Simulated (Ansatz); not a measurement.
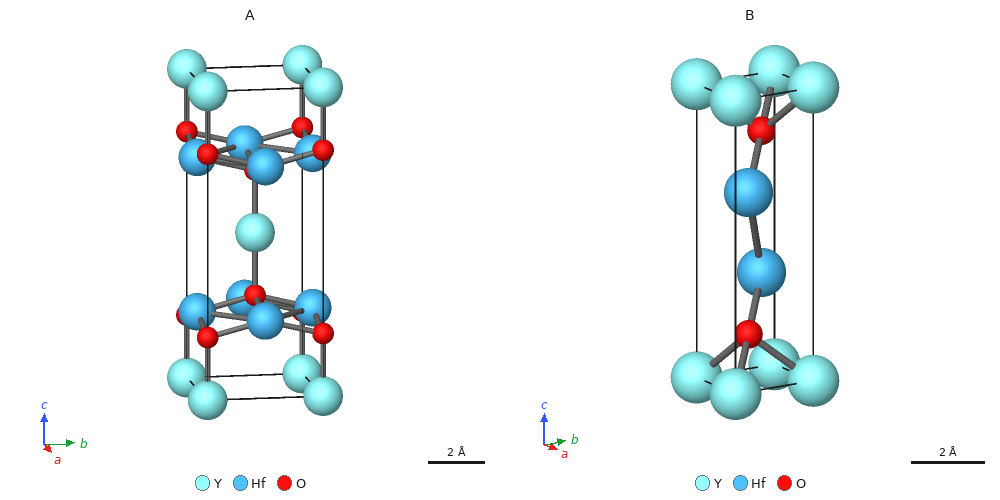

Two structures of YHf$_{2}$O$_{2}$, each relaxed to rest (conventional cells in solid outline, small ones repeated, not to one scale). Method: DFT PBE, scalar-relativistic, plane waves, PAW in Ansatz 0.2.0, without spin polarisation.

State the structure in each panel.

Answer. A: ThCr₂Si₂ type, I4/mmm. B: CaAl₂Si₂ type, P-3m1.

Which structure is more stable?

Answer. B is lower, by 431 meV/atom at this level of theory (energies at zero smearing). Volumes: A 20.2, B 15.0 Å³/atom.

One or both may be structure types tried for this composition rather than known phases.
